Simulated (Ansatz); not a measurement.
# Be2Ge (model cell, started as antifluorite): following an unstable mode

Aim: this structure of Be2Ge (model cell, started as antifluorite) is to be tested for unstable modes, and one is followed downhill.

Program: Ansatz 0.2.0. Level of theory: DFT PBEsol, scalar-relativistic, plane waves, PAW. Results are calculated unless marked as measured.

The structure was built from a prototype and need not be the compound's stable phase.

### 1. The starting structure

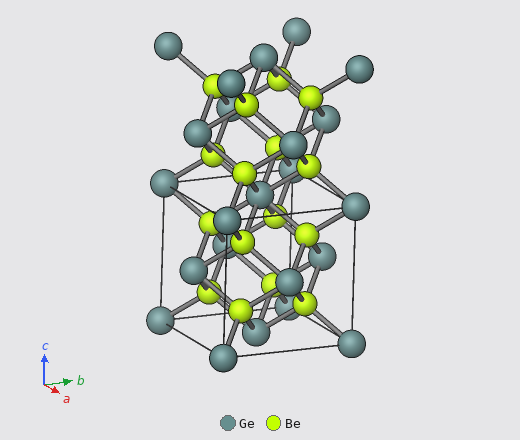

The starting structure, seen slightly off an axis (germanium teal, beryllium green). 1×1×2 cells are drawn. This picture shows the conventional cell, with its axes. Some periodic images of atoms are drawn too.

### 2. Response at finite wavevector

The cell comes from relaxations at this level that are not shown. Stability and thermal properties need the whole zone. Linear response on a 4×4×4 q mesh gives force constants as far as a supercell of that size would.

The input, input.yaml:

```yaml
crystal:
  lattice:
    - [0.0, 2.6658020919, 2.6658020919]
    - [2.6658020919, 0.0, 2.6658020919]
    - [2.6658020919, 2.6658020919, 0.0]
  atoms:
    - { symbol: Ge, position: [0.0, 0.0, 0.0] }
    - { symbol: Be, position: [0.25, 0.25, 0.25] }
    - { symbol: Be, position: [0.75, 0.75, 0.75] }
kpoints:
  mp_grid: { grid: [12, 12, 12] }
hamiltonian:
  xc: pbesol
scf:
  occupations: { method: methfessel_paxton, width: 0.15 }
output:
  eigenvalues: true
phonons:
  method: dfpt
  qmesh: [4, 4, 4]
  temperatures: { t_max: 1000, t_step: 50 }
  qpath:
    path:
      - [[0.0, 0.0, 0.0], [0.5, 0.0, 0.5], [0.625, 0.25, 0.625]]
      - [[0.375, 0.375, 0.75], [0.0, 0.0, 0.0], [0.5, 0.5, 0.5], [0.5, 0.25, 0.75], [0.5, 0.0, 0.5]]
    npoints: 10
```

Run with:

```bash
$ ansatz run input.yaml --threads 4 --pin off --max-ram 7168MiB --backend cpu --events-out ev --progress --plain --runs-dir out
```

Numbers of over 12 decimals in the logs are rounded to 6 here.

Output:

```text
Warning: phonons: the dynamical matrix that this run interpolates holds no multipole term above the dipole-dipole one, and a site of this crystal is no centre of inversion, so its interpolated transverse optical and acoustic branches and sound speeds can stay off near Gamma, and the density of states and the thermodynamics with them. What a run solves at a wave vector of phonons.qpoints, Gamma apart, where the deck admits one, is free of this, and under fd what a larger phonons.supercell samples
Engine: ansatz 0.2.0, x86_64-unknown-linux-gnu
Pseudopotentials: kind: paw
Pseudopotential: Ge, paw, valence charge 14, recommended cutoff 420 eV (normal), Ge.paw.azcp
Pseudopotential: Be, paw, valence charge 2, recommended cutoff 420 eV (normal), Be.paw.azcp
Functional definition: PBEsol
  exchange = pbesol_x
  correlation = pbesol_c
Crystal: 3 atoms, lattice volume = 37.889 Å³
Basis set: ecut = 420 eV, 725 PW (Γ), exchange–correlation on 54×54×54 points (8 copies of the dense FFT grid, shifted against one another)
Bands: 13, of which v1, the nominal top of the filled ones, is band 9 counted from 1 (8 counted from 0)
Symmetry: 48 space group operations
k-points: 72 of 1728
Non-local potential: Ge, projectors of the file, l = 0: 2, l = 1: 2, l = 2: 3, l = 3: 1
Non-local potential: Be, projectors of the file, l = 0: 2, l = 1: 2, l = 2: 1
PAW form: soft (Blöchl's): semilocal exchange-correlation on the pseudo side does not see the compensation charge
PAW frozen core: Ge, regenerated for the run's functional, and the local potential with it (the file was generated under x = pbe(κ = 0.804, μ = 0.219515), c = pbe(β = 0.066725))
PAW frozen core: Be, regenerated for the run's functional, and the local potential with it (the file was generated under x = pbe(κ = 0.804, μ = 0.219515), c = pbe(β = 0.066725))
PAW one-centre angular grid: Ge, 590 points (default); XC on 64 Gauss nodes
PAW one-centre angular grid: Be, 110 points (default); XC on 64 Gauss nodes
Initial density: superposition of atomic densities (neutral atoms: chi_scale 0, normalization atom), corrected by the library's trained network
Initial wavefunctions: pseudopotential atomic-orbital guess
Functional: x = pbesol(κ = 0.804, μ = 0.123457), c = pbesol(β = 0.046)
SCF iter   1: F=—  HF=-4433.541623 eV  |F-HF|=—  |Δ(HF+E_count)|=         —  Δρ=2.45e-3  dr2=3.02e-3  ethr=1.77e-3  ⟨swp⟩=5.2  Hψ=5228  notcnv=0
preconditioner: auto → Kerker (q_TF=auto, 2.410 Å⁻¹)  [metal: Δε(μ)=0.036 eV  Ē_g=19.914 eV  σ=0.150 eV  W_gap=0.20  n_scr=14 (ndim 8)  ℏωp=25.6 eV  f_vac=0.002  D(μ)=0.26/eV (n_scr^D=0)]
SCF iter   2: F=—  HF=-4433.540974 eV  |F-HF|=—  |Δ(HF+E_count)|=   6.50e-4  S|Δr|=    0.00e0  Δρ=1.85e-3  dr2=1.74e-3  ethr=1.68e-5  ⟨swp⟩=1.0  Hψ=1514  notcnv=0
SCF iter   3: F=—  HF=-4433.541210 eV  |F-HF|=—  |Δ(HF+E_count)|=   2.36e-4  S|Δr|=    0.00e0  Δρ=1.02e-3  dr2=2.76e-4  ethr=9.68e-6  ⟨swp⟩=2.9  Hψ=1582  notcnv=0
SCF iter   4: F=—  HF=-4433.541054 eV  |F-HF|=—  |Δ(HF+E_count)|=   1.56e-4  S|Δr|=    0.00e0  Δρ=4.68e-4  dr2=6.91e-5  ethr=1.54e-6  ⟨swp⟩=2.0  Hψ=1301  notcnv=0
SCF iter   5: F=—  HF=-4433.541072 eV  |F-HF|=—  |Δ(HF+E_count)|=   1.80e-5  S|Δr|=    0.00e0  Δρ=2.78e-4  dr2=1.22e-5  ethr=3.84e-7  ⟨swp⟩=1.3  Hψ=977  notcnv=0
SCF iter   6: F=—  HF=-4433.541067 eV  |F-HF|=—  |Δ(HF+E_count)|=   5.19e-6  S|Δr|=    0.00e0  Δρ=2.40e-5  dr2=1.26e-7  ethr=6.80e-8  ⟨swp⟩=2.1  Hψ=1377  notcnv=0
SCF iter   7: F=—  HF=-4433.541067 eV  |F-HF|=—  |Δ(HF+E_count)|=   1.72e-7  S|Δr|=    0.00e0  Δρ=2.08e-6  dr2=1.06e-9  ethr=7.02e-10  ⟨swp⟩=2.0  Hψ=1581  notcnv=0
SCF iter   8: F=—  HF=-4433.541067 eV  |F-HF|=—  |Δ(HF+E_count)|=  6.16e-10  S|Δr|=    0.00e0  Δρ=1.78e-6  dr2=5.76e-10  ethr=5.90e-12  ⟨swp⟩=2.8  Hψ=1566  notcnv=0
SCF iter   9: F=—  HF=-4433.541067 eV  |F-HF|=—  |Δ(HF+E_count)|=  4.31e-10  S|Δr|=    0.00e0  Δρ=2.43e-7  dr2=1.14e-11  ethr=3.20e-12  ⟨swp⟩=2.1  Hψ=1503  notcnv=0
SCF iter  10: F=-4433.541067 eV  HF=-4433.541067 eV  |F-HF|=1.82e-12  |Δ(HF+E_count)|=  9.09e-12  S|Δr|=    0.00e0  Δρ=1.12e-8  dr2=5.38e-14  ethr=1.00e-12  ⟨swp⟩=5.0  Hψ=3652  notcnv=0
SCF 1 converged in 10 iterations: F = -4433.541067 eV  dr2 = 5.38e-14
  greatest PAW one-centre occupation: 0.998 electrons in one spin orbital (limit 2), on the Ge atom at site 0 (counted from 0), in its partial waves of l = 2
Initial density: read from a saved state, or passed on in memory by an earlier SCF of this step, an earlier step, the calling program or the single point that the run made first
iter 1 solved again at ethr=4.62e-7 eV; its pass at ethr=3.10e-3 eV (dr2=8.31e-5 eV) is discarded
SCF iter   1: F=—  HF=-4433.541067 eV  |F-HF|=—  |Δ(HF+E_count)|=         —  Δρ=8.83e-7  dr2=3.54e-10  ethr=4.62e-7  ⟨swp⟩=2.1  Hψ=7408  notcnv=0
eigensolver tolerance schedule: the retry pair's looser diagonalisation over-reported the residual by 234861.12 of it (diagonalisation noise at an unbounded share of the residual, at the tolerance the schedule requests for it); recorded, not acted on — ethr = c·dr2/N_el stays at c = 1.0e-1
preconditioner: auto → Kerker (q_TF=auto, 2.410 Å⁻¹)  [metal: Δε(μ)=0.036 eV  Ē_g=19.954 eV  σ=0.150 eV  W_gap=0.20  n_scr=14 (ndim 8)  ℏωp=25.6 eV  f_vac=0.000  D(μ)=0.26/eV (n_scr^D=0)]
SCF iter   2: F=—  HF=-4433.541067 eV  |F-HF|=—  |Δ(HF+E_count)|=   8.96e-8  S|Δr|=    0.00e0  Δρ=4.90e-7  dr2=9.08e-11  ethr=1.97e-12  ⟨swp⟩=3.4  Hψ=2228  notcnv=0
SCF iter   3: F=—  HF=-4433.541067 eV  |F-HF|=—  |Δ(HF+E_count)|=  5.55e-11  S|Δr|=    0.00e0  Δρ=2.81e-7  dr2=3.48e-11  ethr=1.00e-12  ⟨swp⟩=2.1  Hψ=1339  notcnv=0
SCF iter   4: F=—  HF=-4433.541067 eV  |F-HF|=—  |Δ(HF+E_count)|=  1.46e-11  S|Δr|=    0.00e0  Δρ=1.84e-7  dr2=1.57e-11  ethr=1.00e-12  ⟨swp⟩=1.0  Hψ=936  notcnv=0
SCF iter   5: F=-4433.541067 eV  HF=-4433.541067 eV  |F-HF|=6.37e-12  |Δ(HF+E_count)|=  9.09e-13  S|Δr|=    0.00e0  Δρ=1.29e-7  dr2=7.62e-12  ethr=1.00e-12  ⟨swp⟩=2.0  Hψ=1843  notcnv=0
SCF 2 converged in 5 iterations: F = -4433.541067 eV  dr2 = 7.62e-12
phonons: the bands overlap, so this run is a metal and interpolates without the dipole-dipole term. If the crystal is really an insulator or semiconductor, its LO-TO splitting is missing
NSCF: frozen V_eff on 72 k-points
NSCF: frozen V_eff on 163 k-points
DFPT response loops at q = (0, 0, 0) (fractional): preconditioner auto → Kerker (q_TF=auto, 2.410 Å⁻¹) (partly filled bands, converged f_vac=0.000); β = 1.00, the filter's whole step (`scf.mixing.beta` (0.50) is not read by the response loops under this deck's `scf.mixing.preconditioner`; to damp them name `kerker` or `kerker_dos`, under which they read `scf.mixing.beta`, and type it under 1.00, their step now; both keys bind the ground state too); Broyden in place of MSR1
NSCF: frozen V_eff on 1872 k-points
DFPT response loops at q = (0, 0, 0.25) (fractional): mixed as the last ones told, above
NSCF: frozen V_eff on 952 k-points
DFPT response loops at q = (0, 0, -0.5) (fractional): mixed as the last ones told, above
NSCF: frozen V_eff on 1020 k-points
DFPT response loops at q = (0, 0.25, 0.25) (fractional): mixed as the last ones told, above
NSCF: frozen V_eff on 3456 k-points
DFPT response loops at q = (0, 0.25, -0.5) (fractional): mixed as the last ones told, above
NSCF: frozen V_eff on 1872 k-points
DFPT response loops at q = (0, 0.25, -0.25) (fractional): mixed as the last ones told, above
NSCF: frozen V_eff on 560 k-points
DFPT response loops at q = (0, -0.5, -0.5) (fractional): mixed as the last ones told, above
NSCF: frozen V_eff on 1020 k-points
DFPT response loops at q = (0.25, -0.5, -0.25) (fractional): mixed as the last ones told, above
SCF converged after 10 iterations
Stability not checked: this state was not tested for a lower state beside it, because cold or Methfessel-Paxton smearing, or corrected tetrahedra, fill the levels in a way that the test cannot read (fill_not_monotonic; see scf.lower_state_search)
Free energy (F): -4433.541067 eV
Harris-Foulkes:  -4433.541067 eV  (|F-HF|=1.82e-12)
Internal energy: -4433.541219 eV  (E = F + TS)
E sigma→0 (E₀):  -4433.541105 eV
Entropy (-TS):   0.000152 eV (0.051 meV/atom)
Fermi energy:    9.255605 eV
--- Per-component energies (eV) ---
  E_band       = -128.682170
  E_kinetic    = 152.007698
  E_local      = -2537.576278  (includes V_loc(G=0)·N_el)
  E_nonlocal   = 430.137853
  E_hartree    = 1125.815520
  E_xc         = -114.081534
  E_vxc        = -106.304806  (∫ρ·V_xc dr)
  E_paw        = -2094.670619  (= ΣΔE_a)
  E_vpaw       = -318.577940  (= ΣTr[D̂ρ^β])
  E_aug_tail   = 0.000271  (compensation charges beyond the density's cutoff)
  E_ewald      = -1396.111129
  E_core_change = 0.936999  (= ΣΔE_core)
  E_smearing   = 0.000152  (= −TS)
  E_closure    = 0.000000  (closes the sum)
  Σ components = -4433.541067   (vs F -4433.541067, Δ=0.00e0)
--- Band table (eV; the first three rows and the last of 72) ---
  k-point 0: bands = [... 5 lower, -3.6873, 9.7632, 9.7632, 9.7632, 9.9048, 9.9048, 9.9048, 13.7198]
  k-point 1: bands = [... 5 lower, -3.5991, 8.1478, 9.1209, 9.1209, 10.5817, 10.5817, 10.9555, 14.1589]
  k-point 2: bands = [... 5 lower, -3.3368, 6.3552, 8.5279, 8.5279, 11.1489, 11.1489, 11.3568, 14.8106]
  k-point 71: bands = [... 5 lower, -0.4422, 3.3587, 3.3587, 3.8997, 12.6874, 12.6874, 13.6172, 13.7864]
--- Phonons (Γ-DFPT): 2 representative perturbations + reference (Σ response iterations 6) ---
  ASR residual: 1.326e-6 → 0.000e0 eV/Å²; symmetrization residual: 3.298e-7 eV/Å²
  ASR residual per site (eV/Å²): 8.67e-7 1.33e-6 1.33e-6
  Γ frequencies (cm⁻¹): 0.00 0.00 0.00 378.61 378.61 378.61 389.62 389.62 389.62
--- Phonons (arbitrary-q DFPT): 8 irreducible q on the 4×4×4 mesh ---
  q = [0.0000, 0.0000, 0.0000] (star 1, of the zone-centre solve; hermiticity 8.18e-8, symmetrization 2.69e-13): -0.00 0.00 0.00 378.61 378.61 378.61 389.62 389.62 389.62
  q = [0.0000, 0.0000, 0.2500] (star 8, 2 solved perturbations on 936 of 1728 k-point pairs; hermiticity 1.88e-7, symmetrization 2.19e-13): 52.55 52.55 166.55 362.87 362.87 382.77 406.48 406.48 499.56
  q = [0.0000, 0.0000, -0.5000] (star 4, 2 solved perturbations on 476 of 1728 k-point pairs; hermiticity 6.76e-8, symmetrization 1.16e-12): -44.87 -44.87 203.54 390.27 390.27 408.96 408.96 429.84 532.98
  q = [0.0000, 0.2500, 0.2500] (star 6, 4 solved perturbations in 1608 linear systems a pass and spin channel, the states on 510 of 1728 k-point pairs; hermiticity 8.15e-8, symmetrization 4.14e-13): 77.45 77.45 168.14 341.44 341.44 414.79 417.04 417.04 490.08
  q = [0.0000, 0.2500, -0.5000] (star 24, 4 solved perturbations in 5328 linear systems a pass and spin channel, the states on 1728 of 1728 k-point pairs; hermiticity 4.62e-8, symmetrization 2.87e-13): 41.64 150.87 181.60 361.13 384.62 408.19 417.95 439.74 475.37
  q = [0.0000, 0.2500, -0.2500] (star 12, 4 solved perturbations in 2892 linear systems a pass and spin channel, the states on 936 of 1728 k-point pairs; hermiticity 9.33e-8, symmetrization 2.75e-13): 83.65 154.19 169.95 348.41 390.00 407.19 420.05 441.48 450.94
  q = [0.0000, -0.5000, -0.5000] (star 3, 4 solved perturbations in 886 linear systems a pass and spin channel, the states on 280 of 1728 k-point pairs; hermiticity 1.82e-8, symmetrization 2.44e-13): -74.47 -74.47 221.22 358.65 358.65 416.06 416.06 423.26 531.69
  q = [0.2500, -0.5000, -0.2500] (star 6, 4 solved perturbations in 1544 linear systems a pass and spin channel, the states on 510 of 1728 k-point pairs; hermiticity 1.54e-8, symmetrization 7.34e-13): 143.92 163.68 163.68 394.67 397.67 401.63 401.63 411.78 463.21
  sum rule: each row above includes the acoustic sum rule's correction from the zone centre's row sums; it moved no ω² by more than (0.20 cm⁻¹)²
  mesh force constants: q→R imaginary residual 3.89e-18; ASR residual 1.326e-6 → 0.000e0 eV/Å²; symmetrization residual 1.193e-15 eV/Å²
  interpolated dispersion: 62 rows × 9 modes
  density of states and harmonic sums: on the 20×20×20 q-mesh, interpolated from the force constants of a 4×4×4 supercell (no non-analytic term)
  largest difference from the sums on the solved wave vectors: F 3.03e-2 eV, S 4.33e-5 and C_V 1.37e-5 eV/K
  zero-point energy: 0.175023 eV/cell   skipped modes (ω ≤ 0): 48, of them read as no rigid motion or as one in doubt: 45 (1.138e-1 modes/cell left out, lowest -74.47 cm⁻¹)   left out of the sums: 1.27e-2 of the cell's modes: C_V's classical limit lies that fraction below 3 k_B per atom; for a crystal, a wire or a layer, F and S can be off by more, and a phonons.interpolated_qmesh denser along its periods is the remedy for the sampling
```

Elapsed: 5.3 min, on 4 threads of Intel Xeon 6975P-C (Granite Rapids), shared host; peak memory 2.2 GiB; 13 min of CPU time.

This step gave:

```
volume per atom                                         : 12.63 Å³
gap on the k-mesh                                       : 0 eV
sum-rule residual before enforcement                    : 1.33e-6 eV/Å²
lowest frequency on the path                            : -74.47 cm⁻¹
point group                                             : m-3m
highest frequency on the path or at a solved wavevector : 533 cm⁻¹
highest optical mode at the zone centre (no LO-TO term) : 389.6 cm⁻¹
lowest optical zone-centre mode                         : 378.6 cm⁻¹
lowest mode on the q mesh (acoustic modes at Γ apart)   : -74.47 cm⁻¹
```

Frequencies (cm⁻¹) solved at each irreducible wavevector; negative means imaginary. Frequencies by wavevector, by row:

| q in reciprocal lattice units | star | mode 1 | mode 2 | mode 3 | mode 4 | mode 5 | mode 6 | mode 7 | mode 8 | mode 9 |
| --- | --- | --- | --- | --- | --- | --- | --- | --- | --- | --- |
| 0 0 0 | 1 | 0 | 0 | 0 | 378.6 | 378.6 | 378.6 | 389.6 | 389.6 | 389.6 |
| 0 0 0.25 | 8 | 52.5 | 52.5 | 166.6 | 362.9 | 362.9 | 382.8 | 406.5 | 406.5 | 499.6 |
| 0 0 -0.5 | 4 | -44.9 | -44.9 | 203.5 | 390.3 | 390.3 | 409 | 409 | 429.8 | 533 |
| 0 0.25 0.25 | 6 | 77.5 | 77.5 | 168.1 | 341.4 | 341.4 | 414.8 | 417 | 417 | 490.1 |
| 0 0.25 -0.5 | 24 | 41.6 | 150.9 | 181.6 | 361.1 | 384.6 | 408.2 | 417.9 | 439.7 | 475.4 |
| 0 0.25 -0.25 | 12 | 83.7 | 154.2 | 169.9 | 348.4 | 390 | 407.2 | 420.1 | 441.5 | 450.9 |
| 0 -0.5 -0.5 | 3 | -74.5 | -74.5 | 221.2 | 358.6 | 358.6 | 416.1 | 416.1 | 423.3 | 531.7 |
| 0.25 -0.5 -0.25 | 6 | 143.9 | 163.7 | 163.7 | 394.7 | 397.7 | 401.6 | 401.6 | 411.8 | 463.2 |

Interpolated from a 4×4×4 q mesh. The phonon branches at the labelled points (cm⁻¹):

```csv
point,branch 1,branch 2,branch 3,branch 4,branch 5,branch 6,branch 7,branch 8,branch 9
Γ,0,0,0,379,379,379,390,390,390
X,-74,-74,221,359,359,416,416,423,532
U,32,151,199,363,396,402,417,419,482
jump to K,32,151,199,363,396,402,417,419,482
Γ,0,0,0,379,379,379,390,390,390
L,-45,-45,204,390,390,409,409,430,533
W,144,164,164,395,398,402,402,412,463
X,-74,-74,221,359,359,416,416,423,532
```

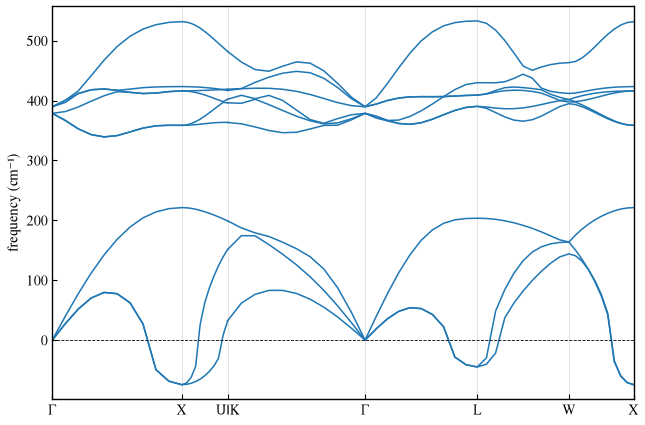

Phonon branches along the path.

Symmetry leaves 8 wavevectors to solve. The lowest mode among them, the acoustic zeros apart, lies at q = (0, -0.5, -0.5) and is imaginary, 74.5i cm⁻¹, so the energy falls along it.

### 3. The mode frozen in, largest atomic shift 0 Å

The mode followed lies at q = (0, -0.5, -0.5) with frequency 74.5i cm⁻¹ and is 2-fold degenerate, the softest among the wavevectors solved. At small amplitude the distorted cell has space group no. 11 by a symmetry search on the positions. The undistorted cell that holds it gives the zero of energy on the same k mesh.

System of this step: Be2Ge (model cell, started as antifluorite). It takes space group Fm-3m (No. 225, cubic). Conventional cell: a = 5.332 Å, b = 5.332 Å, c = 5.332 Å, α = 90.00°, β = 90.00°, γ = 90.00°. Nearest to Ge lie 8 Be at 2.31 Å. Nearest to Be lie 4 Ge at 2.31 Å. Farther neighbours are not listed.

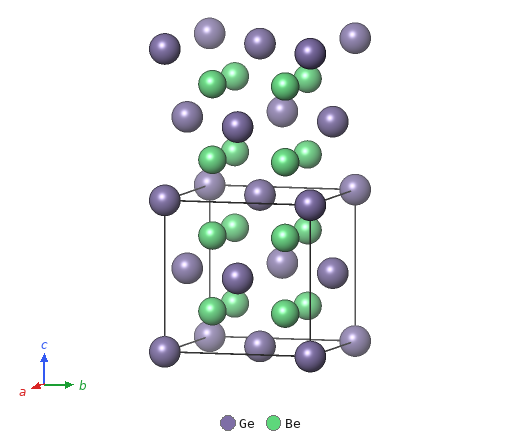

The cell of this step (germanium purple, beryllium green). 1×1×2 conventional cells are drawn. Some periodic images of atoms are drawn too.

The input, input.yaml:

```yaml
crystal:
  lattice:
    - [0.0, -2.6658020919, -2.6658020919]
    - [0.0, 2.6658020919, -2.6658020919]
    - [5.3316041838, 0.0, 0.0]
  atoms:
    - { symbol: Ge, position: [0.5, 0.5, 0.5] }
    - { symbol: Ge, position: [0.0, 0.0, 0.0] }
    - { symbol: Be, position: [0.0, 0.5, 0.75] }
    - { symbol: Be, position: [0.5, 0.0, 0.25] }
    - { symbol: Be, position: [0.0, 0.5, 0.25] }
    - { symbol: Be, position: [0.5, 0.0, 0.75] }
kpoints:
  mp_grid: { grid: [8, 8, 6] }
hamiltonian:
  xc: pbesol
scf:
  occupations: { method: methfessel_paxton, width: 0.15 }
output:
  forces: true
  stress: true
  eigenvalues: true
```

Output:

```text
[...]
Crystal: 6 atoms, lattice volume = 75.778 Å³
Basis set: ecut = 420 eV, 1465 PW (Γ), exchange–correlation on 54×54×72 points (8 copies of the dense FFT grid, shifted against one another)
Bands: 24, of which v1, the nominal top of the filled ones, is band 18 counted from 1 (17 counted from 0)
Symmetry: 32 space group operations
[...]
k-points: 60 of 384
[...]
k-point 0: bands = [... 14 lower, 4.9815, 9.1873, 9.2245, 9.7639, 9.7639, 9.7650, 9.9041, 9.9048, ... 2 higher]
  k-point 1: bands = [... 14 lower, 5.1245, 8.4265, 8.4265, 9.0524, 9.2606, 9.3810, 9.8454, 11.3656, ... 2 higher]
  k-point 2: bands = [... 14 lower, 5.5512, 7.2205, 7.2205, 7.6189, 9.3646, 9.6981, 9.9736, 12.4230, ... 2 higher]
  k-point 59: bands = [... 14 lower, 3.3587, 3.3587, 3.9003, 3.9003, 12.6872, 12.6872, 12.6872, 12.6872, ... 2 higher]
[key lines of the parts left out:]
SCF converged after 7 iterations
Free energy (F): -8867.080928 eV
Fermi energy:    9.259908 eV
P = ⅓ Tr σ = -0.0037 GPa (-0.037 kbar)
```

It took 2.2 s on 4 threads; peak memory 0.45 GiB; 6.8 s of CPU time.

This step gave:

| Item | Value |
| --- | --- |
| pressure | -0.003659 GPa |
| energy from the undistorted cell | 0 meV/atom |

The run ends at a pressure of 0.00 GPa.

### 4. The mode frozen in, largest atomic shift 0.14 Å

The atoms are moved along the unstable eigenvector, the largest shift by 0.14 Å, with the cell fixed.

input.yaml, the sections that differ from step 3:

```yaml
crystal:
  lattice:
    - [0.0, -2.6658020919, -2.6658020919]
    - [0.0, 2.6658020919, -2.6658020919]
    - [5.3316041838, 0.0, 0.0]
  atoms:
    - { symbol: Ge, position: [0.5295557663, 0.4835462793, 0.5] }
    - { symbol: Ge, position: [-0.0295557663, 0.0164537207, 0.0] }
    - { symbol: Be, position: [0.0324461696, 0.5180628107, 0.75] }
    - { symbol: Be, position: [0.4675538304, -0.0180628107, 0.25] }
    - { symbol: Be, position: [0.0324461696, 0.5180628107, 0.25] }
    - { symbol: Be, position: [0.4675538304, -0.0180628107, 0.75] }
# kpoints, hamiltonian, scf, output: as in step 3
```

Output:

```text
[...]
Crystal: 6 atoms, lattice volume = 75.778 Å³
Basis set: ecut = 420 eV, 1465 PW (Γ), exchange–correlation on 54×54×72 points (8 copies of the dense FFT grid, shifted against one another)
Bands: 24, of which v1, the nominal top of the filled ones, is band 18 counted from 1 (17 counted from 0)
Symmetry: 4 space group operations
[...]
k-points: 136 of 384
[...]
k-point 0: bands = [... 14 lower, 5.0851, 8.6562, 9.0143, 9.7430, 9.8039, 9.8651, 9.9739, 10.0198, ... 2 higher]
  k-point 1: bands = [... 14 lower, 5.2262, 8.2680, 8.3901, 9.0289, 9.2158, 9.3189, 9.8948, 11.3535, ... 2 higher]
  k-point 2: bands = [... 14 lower, 5.6464, 7.1856, 7.2666, 7.6055, 9.2805, 9.6986, 9.8166, 12.2728, ... 2 higher]
  k-point 135: bands = [... 14 lower, 3.3822, 3.3822, 3.9043, 3.9043, 12.5559, 12.5559, 12.6725, 12.6725, ... 2 higher]
[key lines of the parts left out:]
SCF converged after 7 iterations
Free energy (F): -8867.092663 eV
Fermi energy:    9.131010 eV
P = ⅓ Tr σ = -0.1846 GPa (-1.846 kbar)
```

Wall time 4.2 s (4 threads); peak memory 0.55 GiB; 14 s of CPU time.

Numbers from this step:

```yaml
pressure: -0.1846 GPa
energy_from_the_undistorted_cell: -1.963 meV/atom
```

The energy, extrapolated to zero smearing, is -1.96 meV/atom against the undistorted cell.

The run ends at a pressure of -0.18 GPa, with forces up to 0.066 eV/Å.

(Continued in part 2 of 3.)

[Logs are printed without paths, hosts, clocks, repeated set-up lines and the standing remarks that a program may print on its own settings, such as how far it seeks lower states.]

[Hosts, paths, dates, database ids (printed as entryN), source tags and the programs' standing remarks are cut or masked in the printed files.]
